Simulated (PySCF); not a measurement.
**C4H6F3+: runs on many settings, part 1 of 2**

Aim: see how C4H6F3+ (`C[C+](CF)C(F)F`) answers to the choice of functional, basis, grid and SCF options.

The runs use PySCF 2.14.0, with density-fitted response routines of our own; the level of theory stands in each step. All values are computed, except where a source is named. Atoms count from 0, in the outputs and in this text.

## Step 1: The molecule as given

13 atoms, charge 1, multiplicity 1; geometry from: GFN2-xTB.

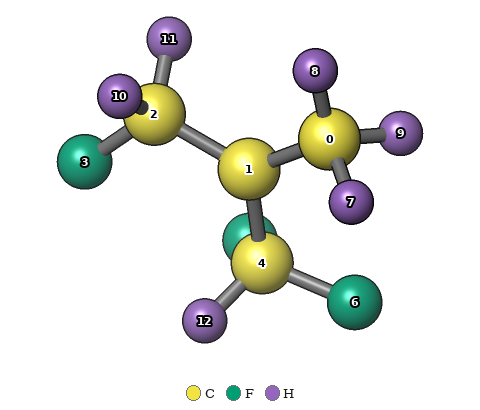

As it starts; carbon yellow, fluorine teal, hydrogen purple, atoms numbered; sticks join atoms by distance.

## Step 2: Shielding tensors: PBE0/pcSseg-1

Job settings and geometry (Å):

```
{"job": {"kind": "nmr", "xc": "PBE0", "basis": "pcSseg-1"}, "charge": 1, "multiplicity": 1}
C      1.274762    -0.682398     0.309352
C      0.078642     0.036231     0.016931
C      0.053156     1.419884    -0.420032
F     -1.181591     1.948003    -0.494071
C     -1.251996    -0.671824     0.148208
F     -1.923855    -0.630262    -1.008737
F     -1.073830    -1.954918     0.487860
H      1.223431    -1.122453     1.320589
H      2.194766    -0.116293     0.183684
H      1.289709    -1.621156    -0.275958
H      0.673748     2.078772     0.217419
H      0.512709     1.494627    -1.431253
H     -1.874039    -0.177728     0.928282
```

With the program's defaults for keys left out, this is: GIAO PBE0/pcSseg-1 NMR shielding, non-relativistic, gas phase.

Started as:

```bash
$ OMP_NUM_THREADS=1 python probes_run.py task.json out
```

One launch serves the whole session: the jobs run in the order shown.

Output:

```text
coarse grid: 11328 points
cycle   1  E = -454.4828720055  dE =  1.328e+00  |g| = 8.857e-01  |ddm| = 3.068e+00
cycle   2  E = -454.2010916220  dE =  2.818e-01  |g| = 1.567e+00  |ddm| = 1.729e+00
cycle   3  E = -454.6263124149  dE = -4.252e-01  |g| = 1.247e-01  |ddm| = 1.146e+00
cycle   4  E = -454.6285651864  dE = -2.253e-03  |g| = 6.758e-02  |ddm| = 1.455e-01
cycle   5  E = -454.6294447296  dE = -8.795e-04  |g| = 1.279e-02  |ddm| = 5.631e-02
cycle   6  E = -454.6294660756  dE = -2.135e-05  |g| = 4.010e-03  |ddm| = 1.087e-02
cycle   7  E = -454.6294689796  dE = -2.904e-06  |g| = 7.161e-04  |ddm| = 3.024e-03
final grid: 111880 points
cycle   8  E = -454.6889144043  dE = -4.333e-05  |g| = 6.790e-03  |ddm| = 2.469e-02
cycle   9  E = -454.6889092506  dE =  5.154e-06  |g| = 8.959e-03  |ddm| = 1.088e-02
cycle  10  E = -454.6889246228  dE = -1.537e-05  |g| = 1.222e-03  |ddm| = 6.291e-03
cycle  11  E = -454.6889248716  dE = -2.488e-07  |g| = 1.712e-04  |ddm| = 9.527e-04
cycle  12  E = -454.6889248761  dE = -4.555e-09  |g| = 6.852e-05  |ddm| = 1.454e-04
cycle  13  E = -454.6889248771  dE = -9.421e-10  |g| = 1.361e-05  |ddm| = 6.159e-05
converged SCF energy = -454.6889248771

GIAO shielding tensors (ppm)
atom      isotropic    diamagn.    paramagn.     s11        s22        s33       span
  0 C      138.394     250.271    -111.877     87.089    145.551    182.542     95.453
  1 C     -163.707     269.203    -432.910   -339.654   -282.165    130.696    470.350
  2 C       83.345     242.466    -159.121     59.229     80.979    109.827     50.599
  3 F      367.870     469.394    -101.524    306.235    375.862    421.512    115.277
  4 C       67.164     237.767    -170.603     48.976     73.222     79.294     30.318
  5 F      292.786     469.481    -176.695    175.403    317.969    384.987    209.584
  6 F      315.950     470.694    -154.745    230.848    334.939    382.063    151.215
  7 H       26.440      26.428       0.012     22.299     25.496     31.526      9.227
  8 H       27.291      28.301      -1.010     23.806     26.880     31.189      7.383
  9 H       26.438      26.636      -0.199     22.322     25.754     31.237      8.915
 10 H       24.076      25.859      -1.783     19.841     24.258     28.130      8.290
 11 H       24.050      25.401      -1.351     20.343     24.160     27.648      7.305
 12 H       23.970      26.303      -2.333     19.628     24.916     27.367      7.740
```

Run time: 42 s. Hardware: 1 thread of Intel Xeon at 2.50GHz, shared host; peak memory 0.66 GiB.

Shifts follow as δ = σ(reference) − σ, with reference shieldings (ppm) from runs at the same level and on the same kind of geometry: 1H TMS 31.72, 13C TMS 186.9, 19F CFCl3 170.9. The references are single molecules in the gas phase, so shifts against H2O, NH3, PH3, H3PO4 or CFCl3 are not on the usual liquid scales and can be off by tens of ppm. Atoms listed in one row are averaged.

```tsv
atoms	environment	σ (ppm)	δ (ppm)
C1	carbocation centre	-163.7	350.6
C4	sp3 CH bonded to 2 F	67.2	119.8
C2	sp3 CH2 bonded to F	83.3	103.6
C0	methyl carbon	138.4	48.5
H12	hydrogen on an sp3 CH bonded to 2 F	23.97	7.75
H10, H11	hydrogen on an sp3 CH2 bonded to F	24.06	7.65
H7, H8, H9	hydrogen on a methyl carbon	26.72	4.99
F5, F6	fluorine of a CF2 group	304.4	-133.4
F3	fluorine on an sp3 carbon	367.9	-196.9
```

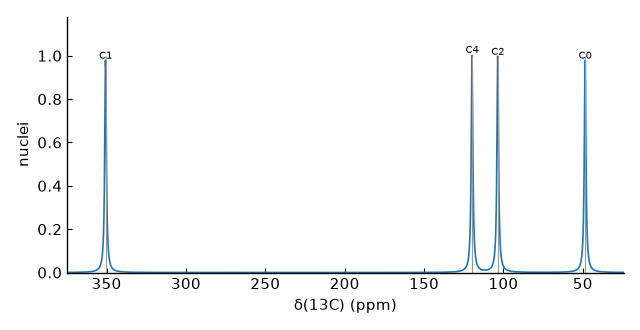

13C lines at the computed shifts, without couplings. Lines are broadened to a width of 1 ppm (Lorentzian).

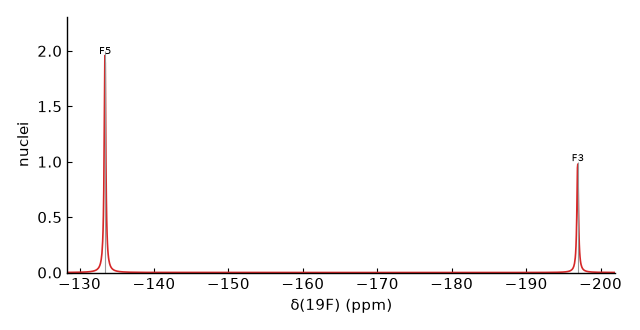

19F lines at the computed shifts, without couplings. Lines are broadened to a width of 0.25 ppm (Lorentzian).

Charges from the same density, by scheme (e):

```tsv
atoms	Mulliken	IAO	Hirshfeld	ESP fit
C0	-0.15	-0.44	-0.06	-0.49
C1	-0.36	0.31	0.23	0.31
C2	0.29	0.03	0.08	0.01
F3	-0.25	-0.26	-0.05	-0.16
C4	0.63	0.44	0.18	0.41
F5, F6	-0.24	-0.25	-0.04	-0.17
```

IAO charges:

C0 -0.44; C1 0.31; C2 0.03; F3 -0.26; C4 0.44; F5 -0.24; F6 -0.26; H7 0.27; H8 0.21; H9 0.26; H10 0.24; H11 0.25; H12 0.21

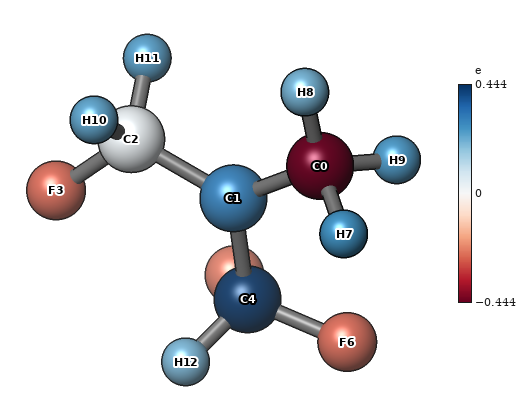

IAO charges, as colours on the atoms.

Mayer bond orders: C0–C1 1.22, C1–C2 1.08, C2–F3 0.96, C1–C4 0.93, C4–F5 1.00, C4–F6 1.00.

## Step 3: Excited states and response: PBE0/def2-SVPD

Same as in step 2 but for these lines:

```diff
@@ -1,2 +1,2 @@
-{"job": {"kind": "nmr", "xc": "PBE0", "basis": "pcSseg-1"}, "charge": 1, "multiplicity": 1}
+{"job": {"kind": "uv", "xc": "PBE0", "basis": "def2-SVPD", "nstates": 6, "ntriplets": 2}, "charge": 1, "multiplicity": 1}
 C      1.274762    -0.682398     0.309352
```

Level: TDDFT PBE0/def2-SVPD, vertical, gas phase, core orbitals frozen in the response.

Output:

```text
coarse grid: 11328 points
cycle   1  E = -454.2194537115  dE =  1.273e+00  |g| = 8.338e-01  |ddm| = 5.573e+00
cycle   2  E = -453.9723107253  dE =  2.471e-01  |g| = 1.448e+00  |ddm| = 2.611e+00
cycle   3  E = -454.3561922984  dE = -3.839e-01  |g| = 1.108e-01  |ddm| = 1.563e+00
cycle   4  E = -454.3580234390  dE = -1.831e-03  |g| = 5.566e-02  |ddm| = 2.052e-01
cycle   5  E = -454.3586576489  dE = -6.342e-04  |g| = 1.363e-02  |ddm| = 8.870e-02
cycle   6  E = -454.3586868934  dE = -2.924e-05  |g| = 3.566e-03  |ddm| = 1.568e-02
cycle   7  E = -454.3586893218  dE = -2.428e-06  |g| = 6.950e-04  |ddm| = 4.705e-03
final grid: 111880 points
cycle   8  E = -454.4190375385  dE = -3.868e-05  |g| = 6.754e-03  |ddm| = 1.097e-01
cycle   9  E = -454.4190320592  dE =  5.479e-06  |g| = 8.917e-03  |ddm| = 2.014e-02
cycle  10  E = -454.4190474244  dE = -1.537e-05  |g| = 1.139e-03  |ddm| = 1.033e-02
cycle  11  E = -454.4190476661  dE = -2.417e-07  |g| = 1.499e-04  |ddm| = 1.412e-03
cycle  12  E = -454.4190476698  dE = -3.717e-09  |g| = 6.634e-05  |ddm| = 2.803e-04
cycle  13  E = -454.4190476708  dE = -9.165e-10  |g| = 1.660e-05  |ddm| = 9.876e-05
converged SCF energy = -454.4190476708

Static polarisability (au): isotropic 49.992, principal 38.680 51.393 59.904

Singlet excitations
state   eV       nm        f      main configurations
  1   3.8675    320.6   0.00602   H->L 0.98
  2   4.8594    255.1   0.01771   H-2->L 0.82, H-1->L 0.14
  3   4.9451    250.7   0.08184   H-1->L 0.84, H-2->L 0.15
  4   5.4833    226.1   0.00938   H-3->L 0.98
  5   5.9075    209.9   0.01834   H-4->L 0.93
  6   6.1312    202.2   0.00121   H-5->L 0.98

Triplet excitations (Tamm-Dancoff, eV): 3.3341 4.0217
```

It took 56 s on 1 thread of Intel Xeon at 2.50GHz, shared host; peak memory 0.79 GiB.

Frontier orbitals and where they lie:

```tsv
orbital	eV	atoms
HOMO−3	-17.02	F6 46 %, F5 43 %
HOMO−2	-16.50	F3 48 %, F5 15 %, C2 10 %
HOMO−1	-16.02	F3 54 %, C2 17 %, H11 8 %
HOMO	-15.54	F5 24 %, F6 21 %, C4 16 %
LUMO	-10.09	C1 51 %, C0 10 %, C2 9 %
LUMO+1	-4.16	C2 19 %, C0 18 %, C1 15 %
LUMO+2	-3.94	C2 20 %, F3 14 %, C0 9 %
```

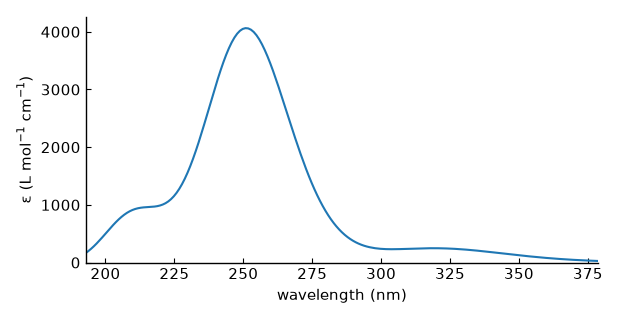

Absorption spectrum: each of the 6 states is a Gaussian band of 0.4 eV half-width at 1/e. Beyond the last state computed it falls off for lack of states.

Ground-state properties from the same run:

```tsv
property	computed
polarisability (Å³)	7.41
HOMO–LUMO gap (eV)	5.45
−ε(HOMO) (eV)	15.54
```

## Step 4: Indirect couplings: PBE0/aug-pcSseg-1

Same as in step 3 but for these lines:

```diff
@@ -1,2 +1,2 @@
-{"job": {"kind": "uv", "xc": "PBE0", "basis": "def2-SVPD", "nstates": 6, "ntriplets": 2}, "charge": 1, "multiplicity": 1}
+{"job": {"kind": "j", "xc": "PBE0", "basis": "aug-pcSseg-1"}, "charge": 1, "multiplicity": 1}
 C      1.274762    -0.682398     0.309352
```

Method: PBE0/aug-pcSseg-1 indirect spin-spin coupling, non-relativistic, gas phase.

Output:

```text
coarse grid: 11328 points
cycle   1  E = -454.5130207759  dE =  1.323e+00  |g| = 8.665e-01  |ddm| = 6.592e+00
cycle   2  E = -454.2432337675  dE =  2.698e-01  |g| = 1.540e+00  |ddm| = 2.805e+00
cycle   3  E = -454.6524590114  dE = -4.092e-01  |g| = 1.119e-01  |ddm| = 1.800e+00
cycle   4  E = -454.6541846728  dE = -1.726e-03  |g| = 6.226e-02  |ddm| = 2.435e-01
cycle   5  E = -454.6549375819  dE = -7.529e-04  |g| = 1.374e-02  |ddm| = 9.544e-02
cycle   6  E = -454.6549632011  dE = -2.562e-05  |g| = 3.949e-03  |ddm| = 1.776e-02
cycle   7  E = -454.6549660029  dE = -2.802e-06  |g| = 7.065e-04  |ddm| = 5.186e-03
final grid: 111880 points
cycle   8  E = -454.7145399632  dE = -4.992e-05  |g| = 6.669e-03  |ddm| = 1.447e-01
cycle   9  E = -454.7145350905  dE =  4.873e-06  |g| = 8.774e-03  |ddm| = 2.072e-02
cycle  10  E = -454.7145498319  dE = -1.474e-05  |g| = 1.279e-03  |ddm| = 1.083e-02
cycle  11  E = -454.7145501032  dE = -2.713e-07  |g| = 1.864e-04  |ddm| = 1.600e-03
cycle  12  E = -454.7145501086  dE = -5.418e-09  |g| = 6.610e-05  |ddm| = 2.805e-04
cycle  13  E = -454.7145501094  dE = -7.785e-10  |g| = 1.872e-05  |ddm| = 9.554e-05
converged SCF energy = -454.7145501094

Indirect spin-spin couplings (Hz)
  i      j    bonds     total        FC       PSO       DSO        SD
  0 C    1 C    1     55.898    62.956    -7.289     0.231         -
  0 C    2 C    2      1.973     2.386    -0.421     0.007         -
  0 C    3 F    3     -2.304     2.302    -4.553    -0.326     0.273
  0 C    4 C    2     -1.139    -0.970    -0.205     0.037         -
  0 C    5 F    3     -2.777     0.675    -2.373    -0.248    -0.830
  0 C    6 F    3      5.532     6.139    -0.770     0.111     0.052
  0 C    7 H    1    144.112   142.233     1.110     0.770         -
  0 C    8 H    1    155.588   154.129     0.776     0.683         -
  0 C    9 H    1    141.835   139.965     1.088     0.782         -
  0 C   10 H    3     -1.618    -1.479    -0.138    -0.002         -
  0 C   11 H    3     -2.973    -2.859    -0.068    -0.046         -
  0 C   12 H    3     -0.227    -0.181     0.251    -0.297         -
  1 C    2 C    1     58.464    64.610    -6.443     0.297         -
  1 C    3 F    2     -8.156    20.908   -27.730     0.018    -1.352
  1 C    4 C    1     61.061    63.383    -2.691     0.370         -
  1 C    5 F    2    -11.270    21.192   -30.274     0.122    -2.310
  1 C    6 F    2     22.538    23.834    -1.784     0.077     0.411
  1 C    7 H    2      5.211     5.885    -0.634    -0.040         -
  1 C    8 H    2     -5.118    -3.459    -1.487    -0.172         -
  1 C    9 H    2      4.452     5.190    -0.729    -0.009         -
  1 C   10 H    2      8.966     9.494    -0.487    -0.041         -
  1 C   11 H    2     12.669    12.869    -0.242     0.043         -
  1 C   12 H    2      8.962     8.893    -0.056     0.125         -
  2 C    3 F    1   -195.158  -222.044    10.925     0.833    15.127
  2 C    4 C    2     -0.479    -0.387    -0.163     0.071         -
  2 C    5 F    3     -1.140    -0.877    -0.321     0.035     0.023
  2 C    6 F    3      1.648     1.663    -0.066    -0.296     0.346
  2 C    7 H    3      0.687     0.776     0.169    -0.258         -
  2 C    8 H    3      5.295     5.363    -0.246     0.178         -
  2 C    9 H    3      0.147     0.219     0.179    -0.251         -
  2 C   10 H    1    167.274   166.326    -0.164     1.112         -
  2 C   11 H    1    159.443   158.428    -0.122     1.137         -
  2 C   12 H    3     -1.170    -1.054    -0.138     0.022         -
  3 F    4 C    3      4.040     4.793    -1.087     0.284     0.050
  3 F    5 F    4     17.976    20.675    -3.021     0.609    -0.286
  3 F    6 F    4     -6.974    -2.321    -3.696    -1.134     0.176
  3 F    7 H    4      3.315     4.116     0.498    -1.157    -0.142
  3 F    8 H    4     -3.022    -0.492    -1.301    -1.139    -0.090
  3 F    9 H    4      3.279     3.874     0.590    -1.277     0.092
  3 F   10 H    2     32.878    27.499    10.002    -1.161    -3.462
  3 F   11 H    2     27.264    21.381    10.442    -1.039    -3.519
  3 F   12 H    4      0.397     0.501    -1.046     1.036    -0.095
  4 C    5 F    1   -244.902  -244.070   -13.224     1.172    11.220
  4 C    6 F    1   -239.518  -231.130   -19.619     1.139    10.093
  4 C    7 H    3      2.247     2.284    -0.173     0.136         -
  4 C    8 H    3      7.884     7.942     0.278    -0.336         -
  4 C    9 H    3     -2.025    -1.969    -0.179     0.123         -
  4 C   10 H    3     -2.168    -2.123     0.168    -0.213         -
  4 C   11 H    3      1.057     1.081     0.127    -0.151         -
  4 C   12 H    1    190.792   190.058    -0.841     1.576         -
  5 F    6 F    2    374.385   131.411   141.565    -0.541   101.949
  5 F    7 H    4      0.756     2.400     0.107    -1.386    -0.365
  5 F    8 H    4      1.599     1.921     0.816    -1.297     0.159
  5 F   10 H    4     -2.371    -2.039     1.341    -1.560    -0.112
  5 F   11 H    4      7.636     8.142    -0.033    -0.079    -0.395
  5 F   12 H    2     38.136    41.172     1.904    -0.670    -4.270
  6 F    7 H    4      0.998     1.085    -0.778     0.935    -0.245
  6 F    8 H    4      5.187     5.229     1.403    -1.390    -0.054
  6 F    9 H    4      2.685     3.037    -1.494     1.128     0.014
  6 F   10 H    4      1.244     1.587     0.790    -1.296     0.163
  6 F   11 H    4      0.987     1.474     0.885    -1.232    -0.140
  6 F   12 H    2     37.378    41.363     0.149    -0.804    -3.329
  7 H    8 H    2    -12.846   -12.690     2.449    -2.606         -
  7 H    9 H    2    -28.944   -28.979     1.303    -1.268         -
  7 H   10 H    4     14.458    14.547     0.460    -0.549         -
  7 H   11 H    4     15.582    15.800     1.410    -1.627         -
  7 H   12 H    4      2.718     2.777     0.205    -0.263         -
  8 H    9 H    2    -10.030    -9.866     2.470    -2.634         -
  8 H   11 H    4     -0.512    -0.583    -0.493     0.565         -
  8 H   12 H    4     -0.505    -0.280     1.354    -1.579         -
  9 H   10 H    4     12.428    12.626     1.314    -1.512         -
  9 H   11 H    4     22.135    22.209     0.331    -0.405         -
  9 H   12 H    4      7.561     7.810     1.506    -1.755         -
 10 H   11 H    2    -38.623   -38.524     1.450    -1.549         -
 10 H   12 H    4      9.225     9.325     0.528    -0.628         -
 11 H   12 H    4      2.290     2.541     1.482    -1.733         -
```

It took 1.8 min on 1 thread of Intel Xeon at 2.50GHz, shared host; peak memory 0.97 GiB.

This basis has no tight s functions, so the Fermi-contact terms are rough.

Couplings of 1 Hz or more, nine at most for each number of bonds, with means over like pairs (isotopes 13C, 19F, 1H):

```tsv
pair	bonds	J (Hz)	Fermi contact (Hz)	dihedral (°)
C4–F5	1	-242.2	-237.6	–
C2–F3	1	-195.2	-222.0	–
C4–H12	1	190.8	190.1	–
C2–H10	1	163.4	162.4	–
C0–H7	1	147.2	145.4	–
C1–C4	1	61.1	63.4	–
C1–C2	1	58.5	64.6	–
C0–C1	1	55.9	63.0	–
F5–F6	2	374.4	131.4	–
H10–H11	2	-38.6	-38.5	–
F5–H12	2	37.8	41.3	–
F3–H10	2	30.1	24.4	–
H7–H8	2	-17.3	-17.2	–
C1–H10	2	10.8	11.2	–
C1–H12	2	9.0	8.9	–
C1–F3	2	-8.2	20.9	–
C1–F5	2	5.6	22.5	–
F3–C4	3	4.0	4.8	8
C4–H7	3	2.7	2.8	–
C0–F3	3	-2.3	2.3	-173
C0–H10	3	-2.3	-2.2	–
C2–H7	3	2.0	2.1	–
C0–F5	3	1.4	3.4	–
C2–H12	3	-1.2	-1.1	-63
H7–H10	4	10.7	10.8	–
H10–H12	4	5.8	5.9	–
F3–F5	4	5.5	9.2	–
F5–H11	4	4.4	4.9	–
H7–H12	4	3.3	3.4	–
F5–H7	4	1.9	2.3	–
F3–H7	4	1.2	2.5	–
```

The spin-dipole term was solved for some atoms only; pairs without it lack that part.

Shifts (PBE0/pcSseg-1, unscaled) and these couplings together give the proton spectrum at 600 MHz below.

1H NMR δ 7.75 (ttq, J = 37.8, 5.8, 3.3 Hz, 1H), 7.65 (m, 2H), 4.99 (tdq, J = 10.7, 3.3, 1.6 Hz, 3H).

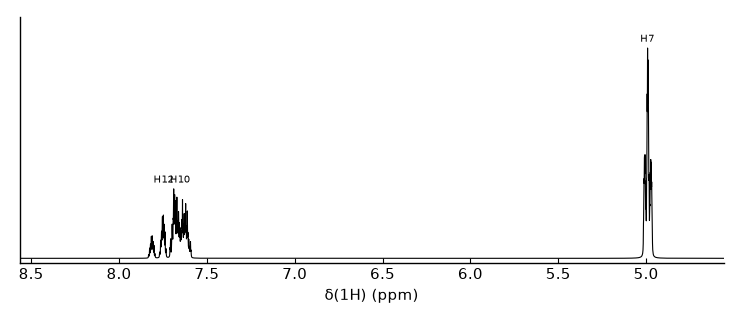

Simulated proton spectrum at 600 MHz, by exact diagonalisation of each spin system; lines 1.2 Hz wide, exchangeable protons uncoupled.

## Step 5: TDDFT and polarisability: PBE0/6-31G*

Same as in step 4 but for these lines:

```diff
@@ -1,2 +1,2 @@
-{"job": {"kind": "j", "xc": "PBE0", "basis": "aug-pcSseg-1"}, "charge": 1, "multiplicity": 1}
+{"job": {"kind": "uv", "xc": "PBE0", "basis": "6-31G*", "nstates": 6, "ntriplets": 5, "tda": false, "grid": 3}, "charge": 1, "multiplicity": 1}
 C      1.274762    -0.682398     0.309352
```

Level: TDDFT PBE0/6-31G*, vertical, gas phase, core orbitals frozen in the response.

Output:

```text
coarse grid: 11328 points
cycle   1  E = -454.5792375760  dE =  1.323e+00  |g| = 9.125e-01  |ddm| = 3.215e+00
cycle   2  E = -454.2135502147  dE =  3.657e-01  |g| = 1.694e+00  |ddm| = 2.021e+00
cycle   3  E = -454.7341083539  dE = -5.206e-01  |g| = 1.561e-01  |ddm| = 1.389e+00
cycle   4  E = -454.7384056119  dE = -4.297e-03  |g| = 7.475e-02  |ddm| = 2.064e-01
cycle   5  E = -454.7395235057  dE = -1.118e-03  |g| = 1.149e-02  |ddm| = 6.326e-02
cycle   6  E = -454.7395441696  dE = -2.066e-05  |g| = 4.548e-03  |ddm| = 1.159e-02
cycle   7  E = -454.7395484273  dE = -4.258e-06  |g| = 5.787e-04  |ddm| = 3.546e-03
final grid: 158112 points
cycle   8  E = -454.7220205064  dE = -2.995e-05  |g| = 7.936e-03  |ddm| = 2.043e-02
cycle   9  E = -454.7220109491  dE =  9.557e-06  |g| = 1.104e-02  |ddm| = 1.433e-02
cycle  10  E = -454.7220338797  dE = -2.293e-05  |g| = 1.081e-03  |ddm| = 8.472e-03
cycle  11  E = -454.7220341145  dE = -2.347e-07  |g| = 1.615e-04  |ddm| = 9.491e-04
cycle  12  E = -454.7220341192  dE = -4.719e-09  |g| = 7.212e-05  |ddm| = 1.802e-04
cycle  13  E = -454.7220341204  dE = -1.179e-09  |g| = 1.199e-05  |ddm| = 7.032e-05
cycle  14  E = -454.7220341204  dE = -2.922e-11  |g| = 4.294e-06  |ddm| = 1.300e-05
converged SCF energy = -454.7220341204

Static polarisability (au): isotropic 44.501, principal 33.036 46.151 54.318

Singlet excitations
state   eV       nm        f      main configurations
  1   3.6699    337.8   0.00582   H->L 0.98
  2   4.6449    266.9   0.01025   H-2->L 0.91
  3   4.7406    261.5   0.08339   H-1->L 0.92
  4   5.1802    239.3   0.00966   H-3->L 0.97
  5   5.7131    217.0   0.02414   H-4->L 0.93
  6   5.8400    212.3   0.00022   H-5->L 0.96

Triplet excitations (Tamm-Dancoff, eV): 3.1391 3.8451 4.2178 5.0409 5.3744
```

It took 33 s on 1 thread of Intel Xeon at 2.50GHz, shared host; peak memory 0.58 GiB.

This run: HOMO -15.16 eV, LUMO -9.91 eV; lowest singlet 3.67 eV.

(Continued in part 2 of 2.)
